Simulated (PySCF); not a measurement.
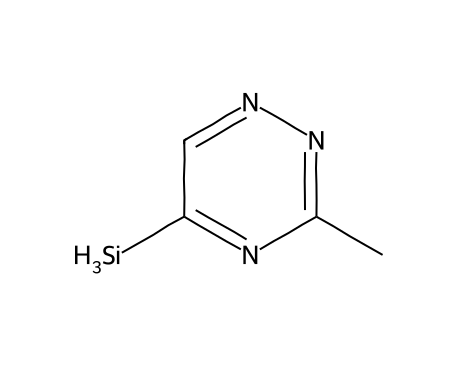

Computed geometry: GFN2-xTB optimisation. No frequency run is at hand to confirm it as a minimum. Method: CAM-B3LYP/def2-SVPD, gas phase (PySCF 2.14.0). Excitations: vertical, linear response.

What does the calculation give?

The species is C₄H₇N₃Si (`Cc1nncc([SiH3])n1`).
- dipole moment: 2.62 D
- HOMO energy (Kohn–Sham orbital): −8.09 eV
- LUMO energy (Kohn–Sham orbital): −1.08 eV
- HOMO–LUMO gap: 7.02 eV
- mean static polarisability: 92.2 bohr³
- lowest vertical singlet excitation: 2.93 eV
- its oscillator strength: 0.005
- brightest of the 8 lowest singlets: 5.50 eV
- its oscillator strength: 0.13

The geometry is semi-empirical. Around Si such bond lengths and angles can be off by a tenth of an ångström or more and by several degrees, and values that hang on the shape move with them.
